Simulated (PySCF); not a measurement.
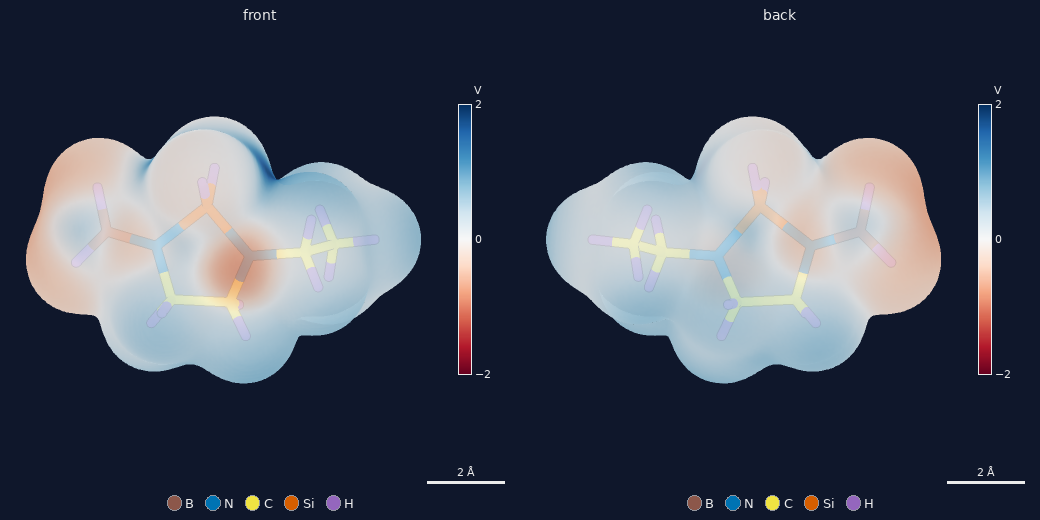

The picture shows: C$_{4}$H$_{13}$BN$_{2}$Si (SMILES BN1CCN(CC)[SiH2]1). The molecular electrostatic potential painted on the density surface at 0.002 e/bohr³, seen from the front and from behind; red is negative and blue positive.

Geometry: GFN2-xTB.

These are results of PySCF 2.14.0, PBE0/pcSseg-1, SCF density, gas phase, non-relativistic, not measurements.

```xyz
21

B     3.0450   -0.7722   -0.7463
N     1.8462   -0.3815   -0.1692
C     1.6129    0.9654    0.3293
C     0.1073    1.2219    0.3188
N    -0.5050   -0.0442    0.6567
C    -1.9094   -0.0550    0.9508
C    -2.7994    0.1399   -0.2773
Si    0.4379   -1.3729    0.1284
H     3.1537   -1.8883   -1.0841
H     3.9121    0.0053   -0.8923
H     1.9843    1.0347    1.3585
H     2.1483    1.6962   -0.2794
H    -0.1706    1.9810    1.0580
H    -0.2110    1.5767   -0.6714
H    -2.1344   -1.0209    1.4086
H    -2.1264    0.7322    1.6841
H    -2.6249    1.1150   -0.7247
H    -2.5805   -0.6274   -1.0155
H    -3.8475    0.0723    0.0031
H     0.0531   -2.0441   -1.1192
H     0.5995   -2.3170    1.2373
```

Where is the surface potential most negative and most positive?

The most negative region (about −0.8 V) lies over N5, the most positive (about +1.6 V) over Si8.
